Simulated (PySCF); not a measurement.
# C₅H₆BClO (charge +1): EPR calculation

C₅H₆BClO, charge +1, multiplicity 2, SMILES BC1=C(Cl)[C](C)[CH+]O1, computed with UKS B3LYP, pcH-1 on B C Cl H O, non-relativistic, mean-field spin-orbit, GIAO (PySCF 2.14.0).

It belongs to a series of runs on one base structure; here: electron removed.

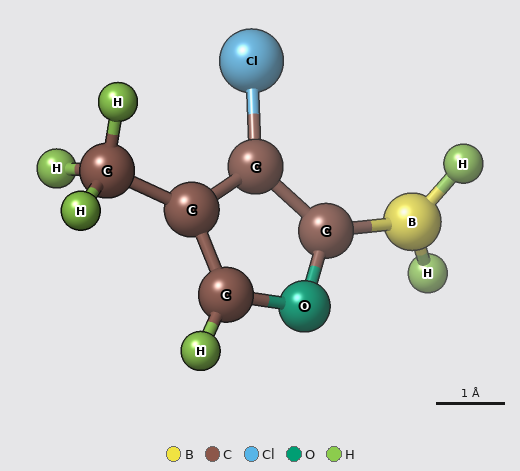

The structure as given in the input (ball-and-stick view, seen at a tilt). Bond lengths as drawn: B–C 1.53 Å, B–H 1.17 Å, C–C 1.38 to 1.48 Å, C–Cl 1.67 Å, C–H 1.08 to 1.09 Å and C–O 1.33 to 1.35 Å.

Key numbers:

```tsv
quantity	value
outcome	converged
total energy	−754.080470 hartree
⟨S²⟩	0.761
isotropic g	2.0054
hardware	1 CPU thread, shared host
wall time	99 s
peak memory	0.96 GiB
```

Input:
```
{"job": {"kind": "epr", "basis": "pcH-1"}, "charge": 1, "multiplicity": 2}
B      2.828433    -0.150690     0.525967
C      1.308950    -0.264292     0.395905
C      0.374471     0.530307    -0.360318
Cl     0.760323     1.840558    -1.329448
C     -0.914309    -0.001217    -0.120051
C     -2.191124     0.476005    -0.692489
C     -0.695227    -1.054383     0.740733
O      0.611296    -1.200215     1.029900
H      3.506170    -1.074511     0.295767
H      3.335030     0.850713     0.846935
H     -2.278453     0.154858    -1.730808
H     -2.230719     1.563171    -0.681461
H     -3.035518     0.077681    -0.138743
H     -1.380001    -1.748459     1.195944
```

The first line tells a small driver script what to run in PySCF; the rest is the geometry in Å.

Run as:
```bash
OMP_NUM_THREADS=1 python <driver script> task.json out
```

Output:
```
UKS, coarse grid
  cycle   1  E = -754.00267918  |g| = 4.32e-01
  cycle   2  E = -753.88341896  |g| = 6.87e-01
  cycle   3  E = -754.07580557  |g| = 1.03e-01
  cycle   4  E = -754.07826435  |g| = 6.54e-02
  cycle   5  E = -754.08032247  |g| = 1.46e-02
  cycle   6  E = -754.08043079  |g| = 7.24e-03
  cycle   7  E = -754.08046453  |g| = 2.71e-03
  cycle   8  E = -754.08047296  |g| = 1.74e-03
  cycle   9  E = -754.08047486  |g| = 6.98e-04
UKS, final grid
  cycle   1  E = -754.08046942  |g| = 1.06e-03
  cycle   2  E = -754.08046863  |g| = 1.78e-03
  cycle   3  E = -754.08047004  |g| = 1.36e-04
  cycle   4  E = -754.08047006  |g| = 6.72e-05
  cycle   5  E = -754.08047008  |g| = 7.29e-05
  cycle   6  E = -754.08047009  |g| = 1.39e-05
E = -754.08047009 Eh   <S^2> = 0.7607 (exact 0.7500)
g shifts (ppm)      1          2          3
  rmc          -158       -158       -158
  gc             -8         36         33
  oz_so        -467       2972       7127
  total        -633       2849       7003
hyperfine (MHz)  atom isotope    a_iso     a_fc   dipolar eigenvalues
    0   11B     -21.32     -21.32     -7.23     -0.63      7.86
    1   13C      39.34      39.59    -42.31    -40.85     83.16
    2   13C       1.01       0.74    -13.70    -10.58     24.28
    3  35Cl       4.96       4.41    -19.57    -17.86     37.44
    4   13C     -17.05     -17.14     -6.86      2.68      4.18
    5   13C       0.48       0.47     -0.58      0.03      0.55
    6   13C      40.06      40.15    -36.50    -34.58     71.08
    7   17O       1.44       1.39     -3.05     -1.87      4.92
    8    1H      78.02      78.02     -4.68     -2.37      7.05
    9    1H      71.25      71.25     -4.67     -2.54      7.21
   10    1H       3.87       3.86     -1.26     -0.89      2.15
   11    1H       1.22       1.22     -1.52     -0.51      2.03
   12    1H      -1.37      -1.37     -1.59     -1.26      2.85
   13    1H     -32.01     -32.01    -16.79     -2.46     19.25
```

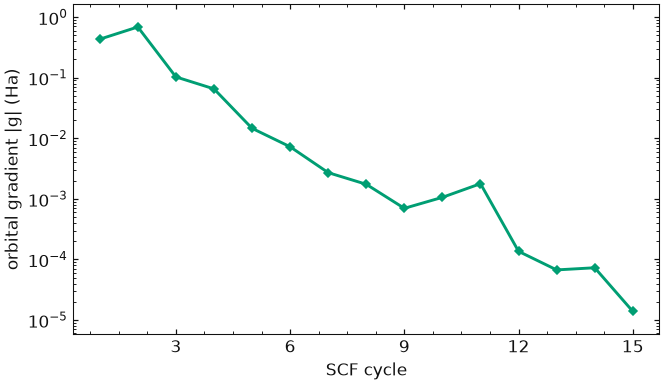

Convergence of the self-consistent field: orbital gradient |g| against the SCF cycle. All cycles printed in the log are drawn one after another.

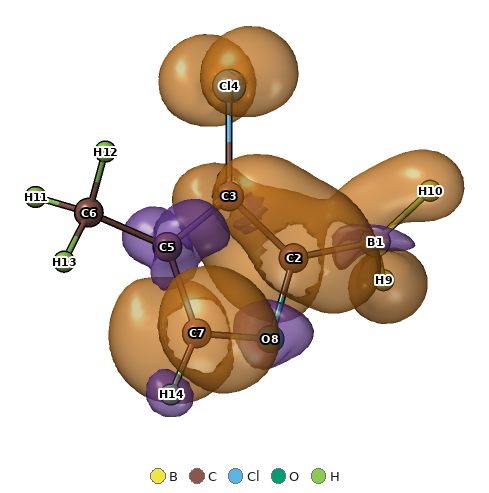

Isosurfaces of the spin density at +0.01 (orange) and −0.01 e/Å³ (purple), seen at a tilt. The unpaired spin (1 electron) lies mostly on C2 (about 0.3), C7 (about 0.3), C3 (about 0.1) and Cl4 (about 0.1), in electrons by Hirshfeld's partition.

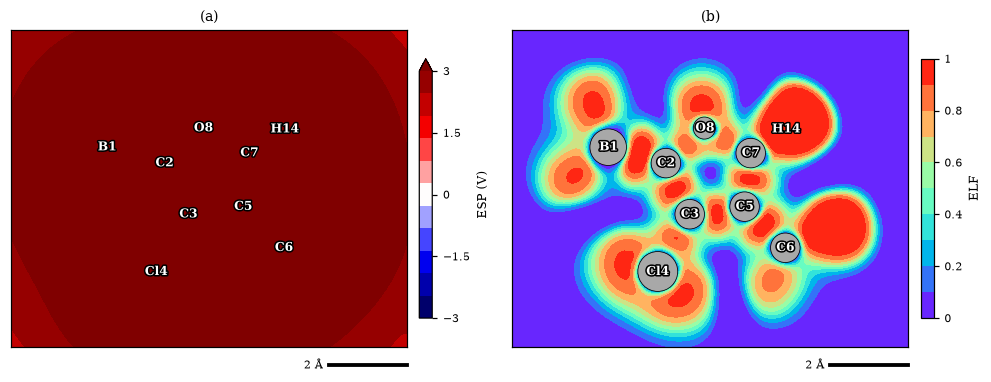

(a) molecular electrostatic potential; (b) ELF on the plane of atoms C2, O8 and C7. Grey discs, where drawn, cover atomic cores. C–O (1.33 Å): the ELF peaks at about 0.90 between the atoms (a polar covalent bond). C–C (1.38 Å): the ELF peaks at about 0.95 between the atoms (localised, shared-pair bonding). C–Cl (1.67 Å): the ELF peaks at about 0.90 between the atoms, which marks a covalent bond. C–H (1.08 Å): the ELF climbs to about 1 towards the hydrogen, as it does in any bond to H; a covalent bond by its length. The potential has no marked negative region in this plane.
